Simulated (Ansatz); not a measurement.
**SiAsH (quintet): wave-function methods side by side, cc-pVTZ**

How much of the correlation energy of SiAsH (quintet) does each wave-function method recover here?

The runs use Ansatz 0.2.0, Gaussian basis; cc-pVTZ, core rule «outside noble gas», up to 19 orbitals frozen.

To be run: UHF; CCSD(T) on ROHF; CCSD(T) on UHF; BCCD(T) on ROHF; CCSDT(Q) on ROHF; CCSDT(Q) on UHF; CASSCF and MRCISD+Q, 10 electrons in 9 orbitals; CASSCF and NEVPT2, 10 electrons in 9 orbitals.

6 further runs of the same task are left out: 6 set aside as unsound or not needed. Runs told in other sessions of the task aren't counted.

**1. What is computed**

The geometry is a PBE0/def2-TZVP stationary point (not a proven minimum) of the parent state, kept for this charge and spin. No spin-orbit coupling is included. The filled d shell of As may be among the frozen orbitals whatever the setting's name suggests.

3 atoms, charge 0, spin multiplicity 5.

Atoms are counted from 1 here; the program's logs count them from 0.

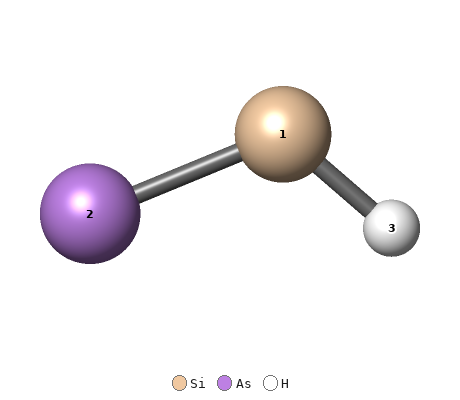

The geometry (silicon light orange, arsenic purple, hydrogen white); atoms are numbered from 1 in the order of the file.

**2. UHF**

in.yaml reads:

```yaml
crystal:
  periodic: [false, false, false]
  atoms:
    - {symbol: Si, position_ang: [0.000000, -0.104364, 1.571806]}
    - {symbol: As, position_ang: [0.000000, 0.022917, -0.620554]}
    - {symbol: H, position_ang: [0.000000, 1.204585, 2.329445]}
basis:
  gaussian: {orbitals: cc-pVTZ}
magnetization: {spin_polarized: true, initial_magnetization: 4}
hamiltonian: {xc: hf}
output: {orbitals: {seedname: orbitals}}
```

Launch:

```bash
> ansatz run in.yaml --threads 1 --pin off --events-out ev --progress --plain --max-ram 4096MiB --backend cpu
```

After this run come: CCSD(T) on ROHF; CCSD(T) on UHF; BCCD(T) on ROHF; CCSDT(Q) on ROHF; CCSDT(Q) on UHF; CASSCF and MRCISD+Q, 10 electrons in 9 orbitals; CASSCF and NEVPT2, 10 electrons in 9 orbitals.

Before running them: what should the planned runs give, taken together? Wanted: UCCSDT(Q) from the RHF energy; RMP2 from UCCSDT(Q); UMP2 from UCCSDT(Q); RCCSD from UCCSDT(Q); RCCSD(T) from UCCSDT(Q); UCCSD(T) from UCCSDT(Q); RCCSDT(Q) from UCCSDT(Q); NEVPT2 valence from UCCSDT(Q); MRCISD+Q valence from UCCSDT(Q).

The runs gave:

| quantity | value |
| --- | --- |
| UCCSDT(Q) from the ROHF energy | -5.7918 eV |
| RMP2 from UCCSDT(Q) | +1139.5 meV |
| UMP2 from UCCSDT(Q) | +1172.6 meV |
| RCCSD from UCCSDT(Q) | +289.7 meV |
| RCCSD(T) from UCCSDT(Q) | +61.7 meV |
| UCCSD(T) from UCCSDT(Q) | +50.9 meV |
| RCCSDT(Q) from UCCSDT(Q) | +12.6 meV |
| NEVPT2 valence from UCCSDT(Q) | +1264.1 meV |
| MRCISD+Q valence from UCCSDT(Q) | +117.3 meV |
| levels within 1 kcal/mol (43 meV) | RCCSDT, UCCSDT, RCCSDT(Q) |
| T1 diagnostic | 0.026 |
| effectively unpaired electrons | 4.01 |

What this shows: RCCSD(T) lands +61.7 meV from the yardstick (1.1 % of the correlation energy). One determinant dominates. Of the multireference levels listed MRCISD+Q valence comes nearest in total energy (+117.3 meV), which doesn't show that its space is the better one. These misses are within one basis, not against nature; the frozen cores of restricted and unrestricted runs differ, which can shift their rows.
